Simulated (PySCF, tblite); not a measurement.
# BH8NSi2− (doublet): geometry, infrared bands and EPR parameters

What infrared bands and EPR parameters should BH8NSi2− (doublet) (`[BH2-]N([SiH3])[SiH3]`) show?

The runs use tblite 0.8.0 and PySCF 2.14.0, with density-fitted response routines of our own; the level of theory stands in each step. All values are computed, except where a source is named. Atoms are numbered from 0 throughout.

## Step 1: The starting structure

12 atoms, charge -1, multiplicity 2; geometry from: force field or distance geometry start.

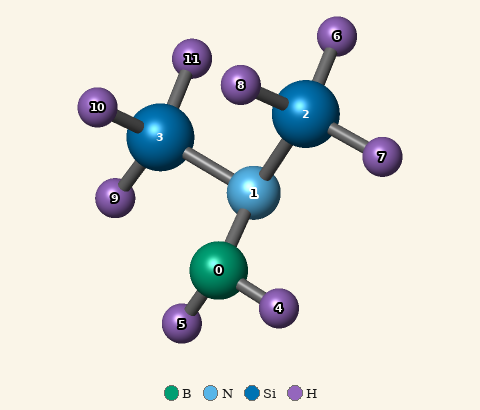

As it starts; boron teal, nitrogen blue, silicon blue, hydrogen purple, atoms numbered.

## Step 2: Relaxing the molecule with GFN2-xTB

The job: settings as JSON, then the geometry in Å.

```
{"job": {"kind": "relax", "xc": "GFN2-xTB", "basis": "xTB"}, "charge": -1, "multiplicity": 2}
B     -0.004600     1.615300    -0.316500
N     -0.166900     0.361000     0.538700
Si     1.412700    -0.524200     0.521600
Si    -1.374200    -0.702400    -0.245100
H      0.807600     2.342000     0.162900
H     -1.049600     2.216700    -0.350900
H      1.286600    -1.765500     1.284100
H      2.454600     0.319000     1.134500
H      1.789800    -0.839200    -0.866900
H     -2.684400    -0.036500    -0.259500
H     -0.963500    -1.024900    -1.616000
H     -1.506900    -1.962000     0.531400
```

Launch:

```
$ OMP_NUM_THREADS=1 python probes_run.py task.json out
```

This one command runs all jobs of the session in turn.

Output:

```text
step      E/eV     max force
  0    -322.43248    2.231
  1    -322.64909    1.493
  2    -322.77735    1.538
  3    -322.84367    1.032
  4    -323.10170    1.401
  5    -323.17379    0.886
  6    -323.23408    0.541
  7    -323.26455    0.654
  8    -323.30624    0.505
  9    -323.32234    0.338
 10    -323.33746    0.317
 11    -323.34806    0.416
 12    -323.35549    0.327
 13    -323.36063    0.281
 14    -323.36532    0.291
 15    -323.36999    0.268
 16    -323.37679    0.218
 17    -323.38395    0.216
 18    -323.38926    0.164
 19    -323.39229    0.163
 20    -323.39453    0.144
 21    -323.39660    0.165
 22    -323.39825    0.127
 23    -323.39974    0.094
 24    -323.40116    0.083
 25    -323.40236    0.099
 26    -323.40325    0.079
 27    -323.40389    0.066
 28    -323.40448    0.075
 29    -323.40515    0.081
 30    -323.40577    0.077
 31    -323.40617    0.046
 32    -323.40638    0.033
 33    -323.40652    0.037
 34    -323.40665    0.037
 35    -323.40678    0.035
 36    -323.40691    0.038
 37    -323.40704    0.041
 38    -323.40714    0.032
 39    -323.40719    0.016
 40    -323.40722    0.013
 41    -323.40726    0.020
 42    -323.40731    0.026
 43    -323.40735    0.019
 44    -323.40736    0.006
```

Wall time 0.18 s (1 thread of Arm Neoverse V2, shared host).

The steps of the relaxation: (not every step is listed)

```csv
step,energy from step 0 (eV),largest force (eV/Å)
0,0.0000,2.2306
1,-0.2166,1.4927
2,-0.3449,1.5375
3,-0.4112,1.0324
4,-0.6692,1.4008
5,-0.7413,0.8858
6,-0.8016,0.5408
7,-0.8321,0.6537
8,-0.8738,0.5049
11,-0.9156,0.4164
14,-0.9328,0.2911
17,-0.9515,0.2160
20,-0.9620,0.1440
23,-0.9673,0.0942
26,-0.9708,0.0792
29,-0.9727,0.0812
32,-0.9739,0.0327
35,-0.9743,0.0348
38,-0.9747,0.0319
39,-0.9747,0.0158
40,-0.9747,0.0132
41,-0.9748,0.0198
42,-0.9748,0.0260
43,-0.9749,0.0188
44,-0.9749,0.0059
```

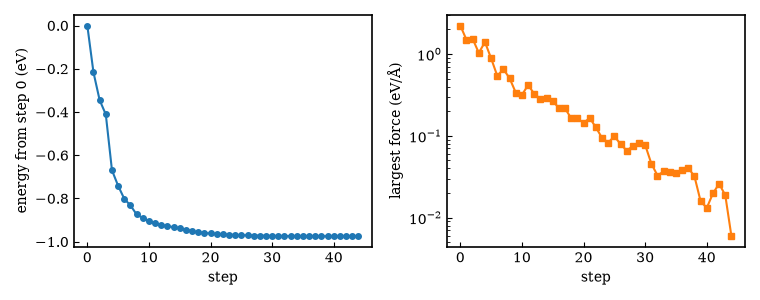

Energy and largest force along the relaxation.

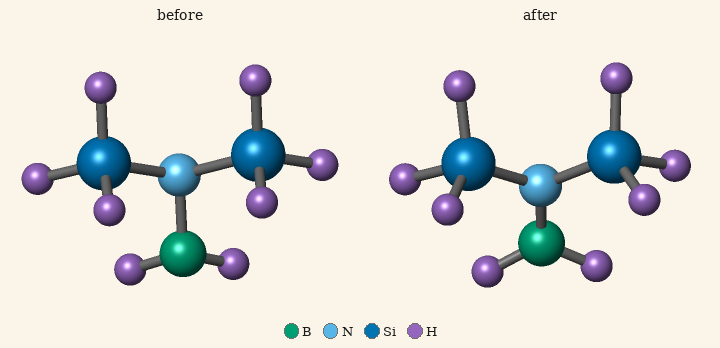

The geometry before (left) and after (right).

Distances of close pairs at the start and the end, largest changes first:

```csv
bond,before (Å),after (Å),change (Å)
B0–N1,1.527,1.398,-0.129
Si3–H9,1.470,1.527,+0.057
Si2–H7,1.474,1.527,+0.053
N1–Si2,1.811,1.760,-0.051
N1–Si3,1.790,1.760,-0.030
Si3–H10,1.467,1.491,+0.024
Si2–H8,1.473,1.492,+0.019
B0–H5,1.206,1.191,-0.015
```

The final coordinates are the input of the step that follows.

## Step 3: Infrared spectrum with GFN2-xTB

The job: settings as JSON, then the geometry in Å.

```
{"job": {"kind": "ir", "xc": "GFN2-xTB", "basis": "xTB"}, "charge": -1, "multiplicity": 2}
B     -0.114863     1.733007     0.031402
N     -0.093002     0.360096     0.294454
Si     1.366368    -0.618852     0.392704
Si    -1.264822    -0.798400    -0.323839
H      0.863556     2.398392     0.168511
H     -1.103173     2.264184    -0.368493
H      1.280479    -1.710600     1.382666
H      2.310859     0.340485     1.112930
H      2.208178    -0.915475    -0.802373
H     -2.556225     0.008344    -0.212315
H     -1.343159    -1.158121    -1.768990
H     -1.553000    -1.903745     0.611444
```

Output:

```text
mode    cm-1     km/mol
  1     125.3      1.19
  2     209.9      0.29
  3     224.3      1.10
  4     257.7      2.98
  5     287.8      6.32
  6     337.4      8.43
  7     401.2    327.27
  8     420.8     35.56
  9     482.0     86.60
 10     505.1     83.66
 11     566.1      2.81
 12     597.4     19.54
 13     683.6    153.55
 14     756.8    100.32
 15     767.0    160.16
 16     848.4    625.09
 17     861.3    221.97
 18     895.2    157.16
 19     923.4    456.32
 20     986.0    174.76
 21    1150.7     94.98
 22    1253.3     43.19
 23    1648.5    818.39
 24    1662.1    490.70
 25    1877.2    414.93
 26    1915.0    754.86
 27    2025.7     46.65
 28    2054.5   1111.78
 29    2382.8    440.69
 30    2427.3    422.99
```

Run time: 0.24 s. Hardware: 1 thread of Arm Neoverse V2, shared host.

Which atoms move in the most intense modes:

```csv
cm⁻¹,km/mol,atoms
848,625.1,"H9 28 %, H7 28 %, H11 15 %, H6 15 %"
923,456.3,"H9 26 %, H7 26 %, H10 16 %, H8 15 %"
1648,818.4,"H7 47 %, H9 43 %"
1662,490.7,"H9 46 %, H7 42 %"
1915,754.9,"H10 48 %, H8 42 %"
2054,1111.8,"H6 49 %, H11 47 %"
2383,440.7,"H4 45 %, H5 44 %, B0 11 %"
2427,423.0,"H5 48 %, H4 48 %"
```

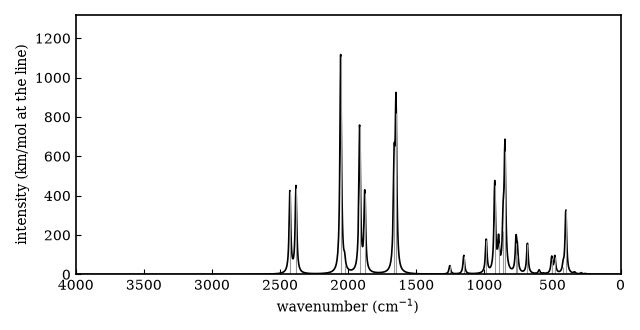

The infrared spectrum from these modes, unscaled. Lines are broadened to a width of 14 cm⁻¹ (Lorentzian).

## Step 4: g tensor and hyperfine couplings: B3LYP/pcH-1

Settings changed since step 3:

```diff
@@ -1,2 +1,2 @@
-{"job": {"kind": "ir", "xc": "GFN2-xTB", "basis": "xTB"}, "charge": -1, "multiplicity": 2}
+{"job": {"kind": "epr", "basis": "pcH-1"}, "charge": -1, "multiplicity": 2}
 B     -0.114863     1.733007     0.031402
```

Method: UKS B3LYP, pcH-1 on B H N Si, non-relativistic, mean-field spin-orbit, GIAO.

Output:

```text
UKS, coarse grid
  cycle   1  E = -663.34902459  |g| = 4.37e-01
  cycle   2  E = -663.09592058  |g| = 8.19e-01
  cycle   3  E = -663.45407131  |g| = 7.99e-02
  cycle   4  E = -663.45502556  |g| = 6.05e-02
  cycle   5  E = -663.45723802  |g| = 1.63e-02
  cycle   6  E = -663.45743270  |g| = 4.51e-03
  cycle   7  E = -663.45745461  |g| = 2.38e-03
  cycle   8  E = -663.45746126  |g| = 5.85e-04
UKS, final grid
  cycle   1  E = -663.45743925  |g| = 6.52e-04
  cycle   2  E = -663.45743879  |g| = 1.17e-03
  cycle   3  E = -663.45743966  |g| = 1.10e-04
  cycle   4  E = -663.45743967  |g| = 9.46e-05
  cycle   5  E = -663.45743968  |g| = 2.35e-05
E = -663.45743968 Eh   <S^2> = 0.7532 (exact 0.7500)
g shifts (ppm)      1          2          3
  rmc           -92        -92        -92
  gc              8         -4        -22
  oz_so         105        722       1167
  total          21        626       1053
hyperfine (MHz)  atom isotope    a_iso     a_fc   dipolar eigenvalues
    0   11B      29.13      29.15    -13.32    -13.02     26.34
    1   14N      63.76      63.76     -5.98     -1.15      7.13
    2  29Si     -77.34     -77.51    -28.67     13.49     15.17
    3  29Si     -77.18     -77.35    -28.67     13.49     15.17
    4    1H     -16.32     -16.32     -6.61      1.26      5.35
    5    1H     -16.32     -16.32     -6.61      1.26      5.35
    6    1H      25.68      25.67     -4.31     -3.31      7.62
    7    1H      38.84      38.84     -2.40     -0.32      2.73
    8    1H      65.70      65.69     -4.18     -2.90      7.09
    9    1H      38.83      38.83     -2.40     -0.32      2.73
   10    1H      65.68      65.67     -4.19     -2.90      7.08
   11    1H      25.61      25.60     -4.31     -3.31      7.62
```

It took 32 s on 1 thread of Arm Neoverse V2, shared host; peak memory 0.67 GiB.

Principal g values 2.00234, 2.00294, 2.00337; g(iso) = 2.00289, against 2.00232 for a free electron.

Mean a(iso) over the nuclei that a row names, and the largest dipolar term of the row (other rows stand at the frozen geometry):

```csv
nuclei,isotope,a(iso) (MHz),"a(iso) (G, at g = 2.0023)",largest dipolar term (MHz)
"Si2, Si3",29Si,-77.3,-27.6,-28.7
N1,14N,63.8,22.8,7.1
"H6, H7, H8, H9, H10, H11",1H,43.4,15.5,7.6
B0,11B,29.1,10.4,26.3
"H4, H5",1H,-16.3,-5.8,-6.6
```

Mulliken spin populations:

```csv
atom,value (e)
B0,0.35
N1,-0.02
Si2,0.27
Si3,0.27
H4,-0.02
H5,-0.02
H6,0.01
H7,0.03
H8,0.04
H9,0.03
H10,0.04
H11,0.01
```

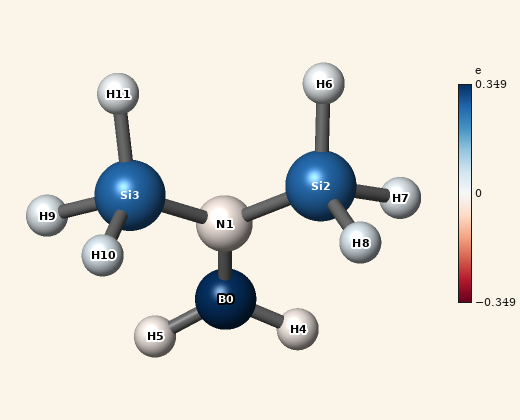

Mulliken spin populations, as colours on the atoms.

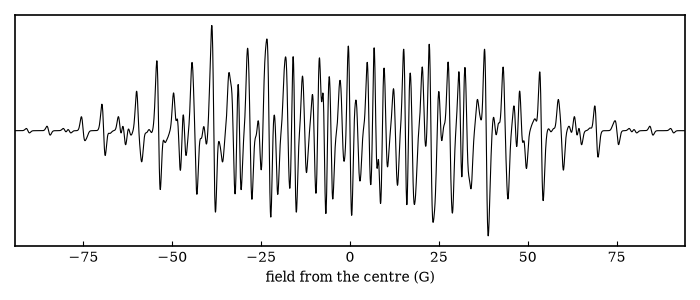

First-order isotropic spectrum (first derivative, main isotopes with spin only, couplings over 0.8 MHz, Gaussian width 0.5 G; couplings of the frozen geometry, rotation of groups not averaged beyond the rows shown).

The fields below are evaluated on a grid from the run's orbitals.

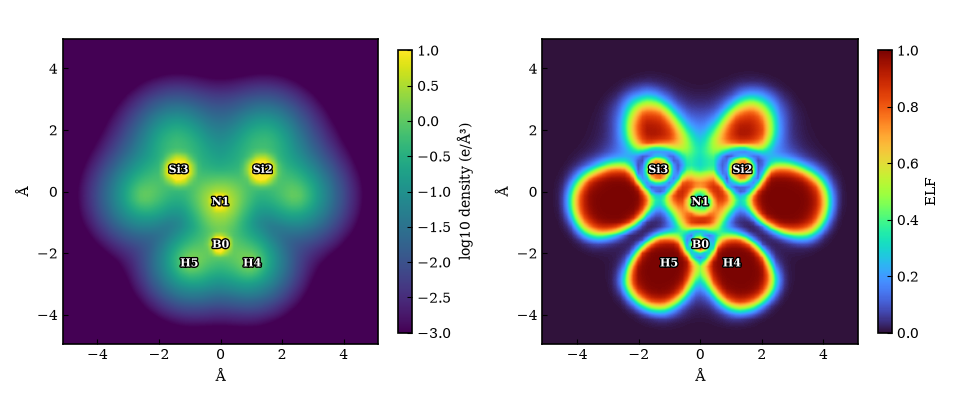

Density (left) and ELF (right) in a plane through or near 6 of the atoms.

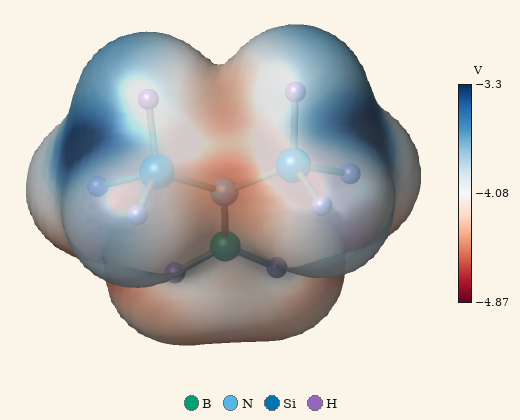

The potential that a unit positive charge feels on the 0.002 e/bohr³ surface, from -4.87 V near N1 to -3.30 V near H10.

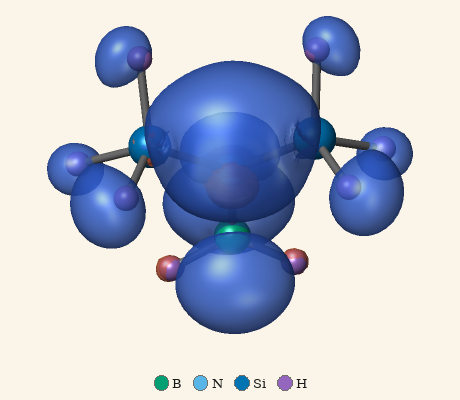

Spin density at ±0.01 e/Å³ (alpha excess blue, beta excess red).

## Step 5: Summary of results

| quantity | value |
| --- | --- |
| strongest single infrared mode (GFN2-xTB) | 2054 cm⁻¹, 1112 km/mol |
| zero-point energy (GFN2-xTB) | 42.2 kcal/mol |
| g(iso) (B3LYP) | 2.00289 |
| ⟨S²⟩ | 0.753 (exact 0.75) |
| largest a(iso) (averaged by class) | 29Si on Si2, Si3, -77.3 MHz |

In words: Relaxing lowered the energy by 0.975 eV in 44 steps; the close pair that moved most is B0–N1, from 1.527 to 1.398 Å. All 30 modes are real, so the xTB geometry is a minimum. The strongest single mode, at 2054 cm⁻¹, moves mainly H6 and H11. GFN2-xTB is a fitted tight-binding method: band positions and strengths are rough. Its intensities can rank the bands wrongly. The largest spin populations lie on B0 (0.35 e), Si2 (0.27 e), Si3 (0.27 e). The isotropic g lies 0.6 ppt above the free-electron value. The records flag this anion as possibly unbound in the gas phase, so the basis may hold the extra electron. The conformer search (at its own cheap level) found a structure 5.7 kcal/mol lower, so these spectra needn't be the molecule's.
